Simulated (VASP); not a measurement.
Band structure of MoSe (space group I4_1md). Level of theory: PBE GGA, VASP's PBE PAW potentials (set 64) (plane waves; VASP).

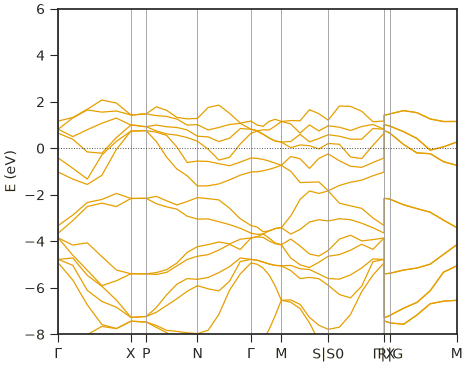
Figure: Bands along high-symmetry lines, zero at the valence-band maximum or, without a gap, the Fermi level

Problem. Read the plot: is there a gap, and where are the band edges?

Solution. It has no gap at this level: it comes out as a metal or semimetal.

The structure was generated: MoSe was put into an ordered model structure, which need not be its known phase. The cell was not relaxed at this level. The k-mesh is coarse (spacing up to 0.53 per Å, 2π included), so the numbers may not be converged in it.
